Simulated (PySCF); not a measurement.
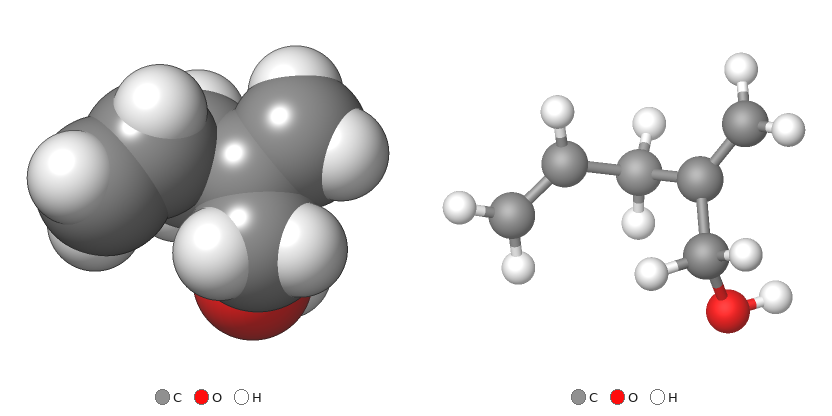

The same structure drawn twice, from different directions.

Computed geometry: GFN2-xTB optimisation. No frequency run is at hand to confirm it as a minimum.

What does the picture show?

The molecule is C6H10O. Its SMILES string is `C=CCC(=C)CO`. It has no ring. Among its groups: alcohol, alkene. The point group is C1. Coordination: 4 C trigonal planar; 2 C tetrahedral; 1 O bent.

More results for the same structure follow; atom numbers are the same in all pictures, views and colours differ.

## Excitation

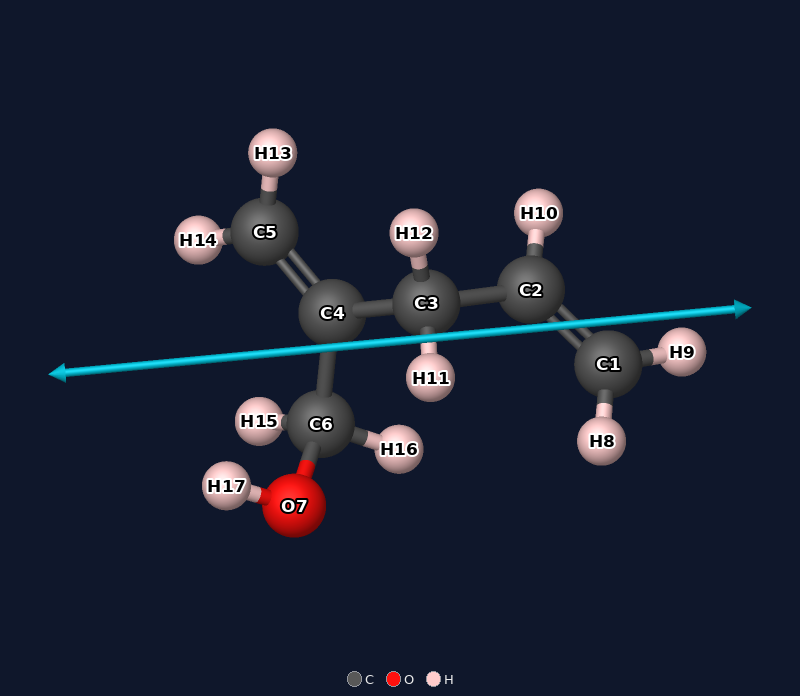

The double arrow shows the direction of the transition dipole to excited singlet state 3 (its length means nothing). No frequency run is at hand to confirm it as a minimum. Method: TDDFT PBE0/def2-SVPD, vertical, gas phase, core orbitals frozen in the response (PySCF 2.14.0).

Where does the transition lie, and how strong is it?

Answer. 6.62 eV (187 nm), oscillator strength 0.019, mainly HOMO−2 → LUMO (weight 0.68); transition dipole 0.87 D.

## NMR shielding

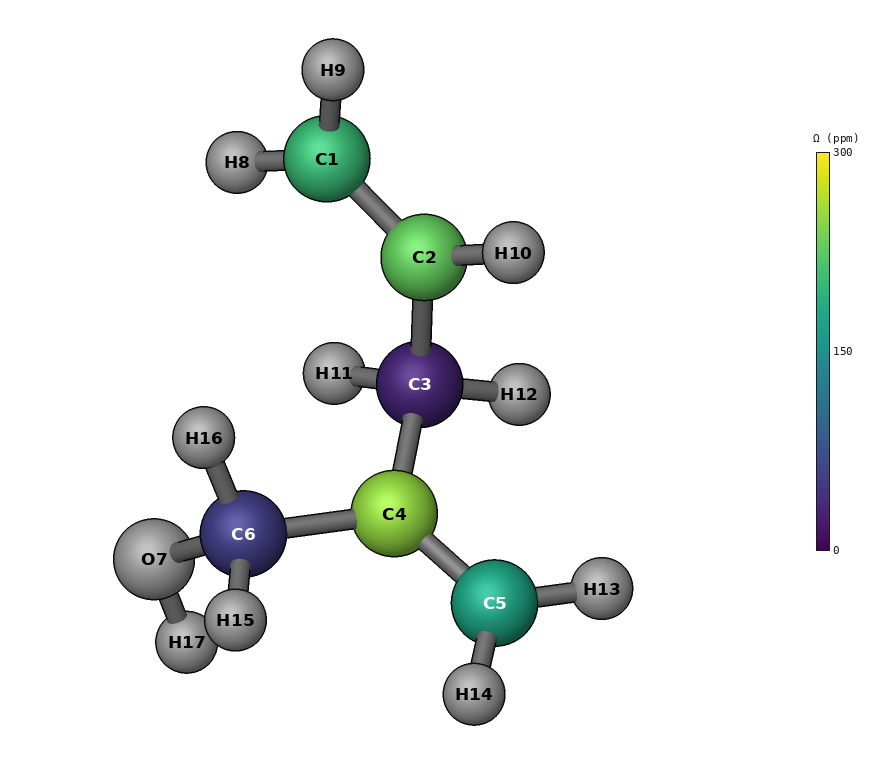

The C atoms are coloured by the span of their shielding tensor. No frequency run is at hand to confirm it as a minimum. Level of theory: GIAO PBE0/pcSseg-1 NMR shielding, non-relativistic, gas phase (PySCF 2.14.0). Principal shieldings σ11 ≤ σ22 ≤ σ33, span Ω = σ33 − σ11, skew κ = 3(σiso − σ22)/Ω.

Give the shielding tensors of the C atoms.

```tsv
atom	σ11	σ22	σ33	σiso	Ω	κ
C1	−48.3	80.6	156.6	63.0	204.9	−0.26
C2	−78.3	49.4	151.2	40.8	229.5	−0.11
C3	125.9	146.1	158.5	143.5	32.6	−0.24
C4	−94.1	23.2	156.8	28.6	250.9	0.06
C5	−31.0	88.7	146.2	68.0	177.2	−0.35
C6	92.7	113.3	148.4	118.1	55.7	0.26
```

Shieldings and span in ppm.

## Charges

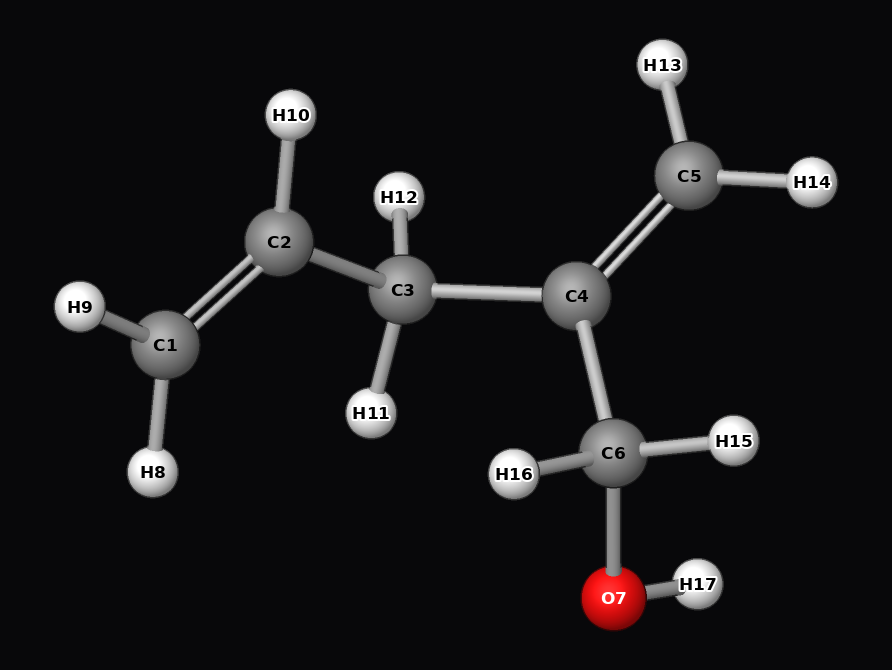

The questions are on ESP-fitted charges. No frequency run is at hand to confirm it as a minimum. Level of theory: PBE0/pcSseg-1, gas phase (PySCF 2.14.0).

Which atom carries the highest charge (most positive or least negative)?

Answer. H17 (0.41 e).

And the lowest?

Answer. O7 (−0.62 e).

Give the ESP-fitted charges atom by atom.

```
atom  value (e)
  C1      −0.54
  C2      −0.07
  C3      −0.13
  C4       0.02
  C5      −0.55
  C6       0.15
  O7      −0.62
  H8       0.24
  H9       0.20
 H10       0.14
 H11       0.10
 H12       0.10
 H13       0.21
 H14       0.20
 H15       0.03
 H16       0.11
 H17       0.41
```
